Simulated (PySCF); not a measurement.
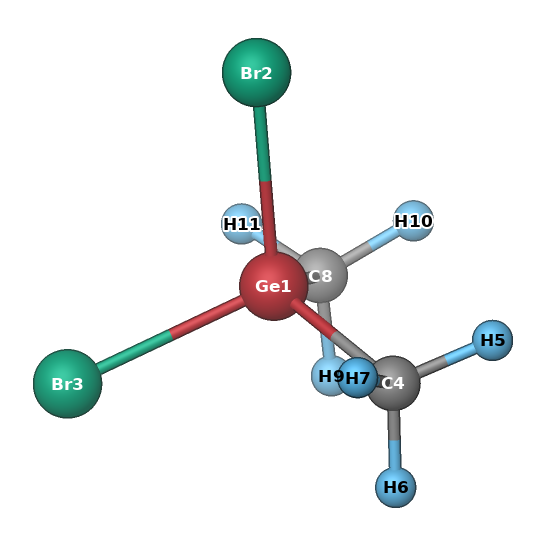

C8 lies behind Ge1. The molecule seen a little off the Ge1–C8 bond, Ge1 in front. Atoms fade into the background with distance from the viewer. Computed geometry: PBE0-D3(BJ)/def2-SVP optimisation. No frequency run is at hand to confirm it as a minimum.

What is the torsion angle Br2–Ge1–C8–H9? The sign is positive where the front bond must turn clockwise to cover the back bond.

Answer. 179°, antiperiplanar (anti). The bonds about Ge1–C8 are staggered.
